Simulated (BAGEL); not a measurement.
# CH3BrGe (SMILES [CH3][Ge][Br]): HF/6-31G(d) (density fitting with qzvpp-jkfit, spherical functions)

What is the energy change on altering one bond length of CH3BrGe at HF/6-31G* (density fitting with qzvpp-jkfit, spherical functions)? 

Program for the calculation: BAGEL 1.2.2.

### Step 1. Starting point

The species is CH3BrGe (6 atoms), meant as a singlet with charge 0. SMILES: `[CH3][Ge][Br]`. Geometry: relaxed at PBE0-D4/def2-TZVP.

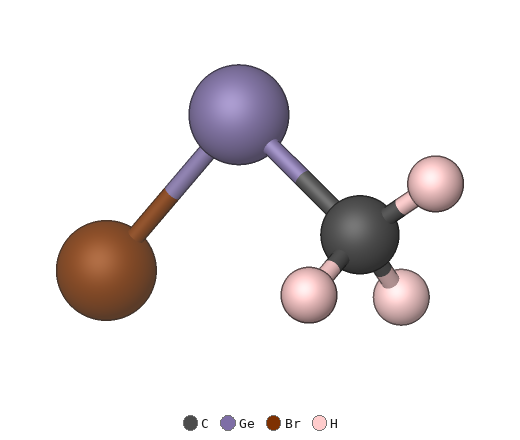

The structure, seen from a chosen angle (carbon dark grey, germanium purple, bromine brown, hydrogen pink).

### Step 2. A single-point energy at HF/6-31G(d) (density fitting with qzvpp-jkfit, spherical functions)

Input file calc.json:

```json
{ "bagel" : [

{
  "title" : "molecule",
  "basis" : "6-31gs.json",
  "df_basis" : "qzvpp-jkfit",
  "angstrom" : true,
  "geometry" : [
    { "atom" : "C", "xyz" : [   -0.427600,    0.399000,   -0.270700 ] },
    { "atom" : "Ge", "xyz" : [    0.170800,   -0.356300,    1.464600 ] },
    { "atom" : "Br", "xyz" : [    1.884400,   -1.715100,    0.583800 ] },
    { "atom" : "H", "xyz" : [    0.401600,    0.936200,   -0.741200 ] },
    { "atom" : "H", "xyz" : [   -1.269700,    1.080800,   -0.133600 ] },
    { "atom" : "H", "xyz" : [   -0.717300,   -0.408600,   -0.949200 ] }
  ]
},
{
  "title" : "hf"
},
{
  "title" : "print",
  "file" : "orbitals.molden",
  "orbitals" : true
}

]}
```

The basis set 6-31G* is read from a file made from the Basis Set Exchange's data (not shown).

Launch:

```console
BAGEL_NUM_THREADS=1 BAGEL calc.json > calc.out
```

Standard output:

```text
* using 1 threads per process

  ===============================================================
  ===============================================================

  *** Geometry ***

  { "atom" : "C", "xyz" : [     -0.808047,      0.754001,     -0.511549 ] },
  { "atom" : "Ge", "xyz" : [      0.322765,     -0.673309,      2.767693 ] },
  { "atom" : "Br", "xyz" : [      3.561000,     -3.241069,      1.103222 ] },
  { "atom" : "H", "xyz" : [      0.758914,      1.769162,     -1.400665 ] },
  { "atom" : "H", "xyz" : [     -2.399385,      2.042416,     -0.252467 ] },
  { "atom" : "H", "xyz" : [     -1.355501,     -0.772142,     -1.793728 ] },

  Number of auxiliary basis functions:      661

  Since a DF basis is specified, we compute 2- and 3-index integrals:
    o Being stored without compression. Storage requirement is 0.037 GB

  Number of basis functions:       84
  Number of electrons      :       76

    * METHOD: MOLECULE                             0.42

  *** RHF ***

  === Nuclear Repulsion ===
   381.6709200631

      * DIIS with orbital gradients will be used.

  === RHF iteration (6-31gs.json) ===
      0      -4686.73493555          0.01011464           0.14
      1      -4686.80732530          0.00518041           0.13
      2      -4686.82292309          0.00099625           0.13
      3      -4686.82423295          0.00032537           0.13
      4      -4686.82435680          0.00010631           0.13
      5      -4686.82437725          0.00003748           0.13
      6      -4686.82438016          0.00001175           0.13
      7      -4686.82438048          0.00000358           0.13
      8      -4686.82438051          0.00000129           0.13
      9      -4686.82438051          0.00000044           0.13
     10      -4686.82438052          0.00000014           0.14
     11      -4686.82438052          0.00000006           0.13
     12      -4686.82438052          0.00000002           0.13
     13      -4686.82438052          0.00000001           0.13
    * SCF iteration converged.

    * Permanent dipole moment:
           (    0.851948,    -0.743497,     0.057438) a.u.

    * METHOD: HF                                   2.20

    * METHOD: PRINT                                0.01

  ===============================================================
```

It took 2.8 s on 1 thread of Arm Neoverse V2, shared host; peak memory 0.18 GiB.

### Step 3. The distorted shape

Input file hf.json:

```json
{ "bagel" : [

{
  "title" : "molecule",
  "basis" : "6-31gs.json",
  "df_basis" : "qzvpp-jkfit",
  "angstrom" : true,
  "geometry" : [
    { "atom" : "C", "xyz" : [      -0.174961,       0.194453,      -0.311831 ] },
    { "atom" : "Ge", "xyz" : [       0.423439,      -0.560847,       1.423469 ] },
    { "atom" : "Br", "xyz" : [       2.137039,      -1.919647,       0.542669 ] },
    { "atom" : "H", "xyz" : [       0.654239,       0.731653,      -0.782331 ] },
    { "atom" : "H", "xyz" : [      -1.269700,       1.080800,      -0.133600 ] },
    { "atom" : "H", "xyz" : [      -0.464661,      -0.613147,      -0.990331 ] }
  ]
},

{
  "title" : "hf",
  "charge" : 0
},

{
  "title" : "print",
  "file" : "orbitals.molden",
  "orbitals" : true
}

]}
```

The basis set 6-31G* is read from a file made from the Basis Set Exchange's data (not shown).

Launch:

```console
BAGEL_NUM_THREADS=1 BAGEL hf.json > hf.out
```

Standard output:

```text
* using 1 threads per process

  ===============================================================
  ===============================================================

  *** Geometry ***

  { "atom" : "C", "xyz" : [     -0.330628,      0.367463,     -0.589275 ] },
  { "atom" : "Ge", "xyz" : [      0.800184,     -1.059847,      2.689967 ] },
  { "atom" : "Br", "xyz" : [      4.038418,     -3.627607,      1.025496 ] },
  { "atom" : "H", "xyz" : [      1.236333,      1.382624,     -1.478391 ] },
  { "atom" : "H", "xyz" : [     -2.399385,      2.042416,     -0.252467 ] },
  { "atom" : "H", "xyz" : [     -0.878082,     -1.158680,     -1.871454 ] },

  Number of auxiliary basis functions:      661

  Since a DF basis is specified, we compute 2- and 3-index integrals:
    o Being stored without compression. Storage requirement is 0.037 GB

  Number of basis functions:       84
  Number of electrons      :       76

    * METHOD: MOLECULE                             0.43

  *** RHF ***

  === Nuclear Repulsion ===
   380.0714097939

      * DIIS with orbital gradients will be used.

  === RHF iteration (6-31gs.json) ===
      0      -4686.69910618          0.00972851           0.14
      1      -4686.76543497          0.00511140           0.14
      2      -4686.78071478          0.00100063           0.13
      3      -4686.78200074          0.00028395           0.14
      4      -4686.78209951          0.00009597           0.14
      5      -4686.78211497          0.00003621           0.13
      6      -4686.78211759          0.00001199           0.13
      7      -4686.78211796          0.00000379           0.14
      8      -4686.78211799          0.00000145           0.14
      9      -4686.78211799          0.00000049           0.13
     10      -4686.78211799          0.00000017           0.13
     11      -4686.78211799          0.00000007           0.13
     12      -4686.78211799          0.00000002           0.13
     13      -4686.78211799          0.00000001           0.13
    * SCF iteration converged.

    * Permanent dipole moment:
           (    0.735843,    -0.644407,     0.044296) a.u.

    * METHOD: HF                                   2.23

    * METHOD: PRINT                                0.01

  ===============================================================
```

Run time: 2.8 s. Hardware: 1 thread of Arm Neoverse V2, shared host; peak memory 0.18 GiB.

### Step 4. What came out

At HF/6-31G* (density fitting with qzvpp-jkfit, spherical functions):

```
                                                         quantity           value
                                        first shape: total energy  -4686.82438 Eh
                                       first shape: dipole moment          2.88 D
                                         first shape: HOMO energy        -9.14 eV
                                         first shape: LUMO energy         0.24 eV
                                       first shape: HOMO–LUMO gap         9.38 eV
                                    distorted shape: total energy  -4686.78212 Eh
                                   distorted shape: dipole moment          2.49 D
                                     distorted shape: HOMO energy        -9.24 eV
                                     distorted shape: LUMO energy         0.19 eV
                                   distorted shape: HOMO–LUMO gap         9.43 eV
energy change with the C1–H5 bond stretched from 1.092 to 1.420 Å        1.150 eV
```

**Reading.** With the C1–H5 bond stretched from 1.092 to 1.420 Å the energy rises by 1.15 eV (111 kJ/mol). The first shape isn't relaxed at this level, so the change isn't measured from a minimum.
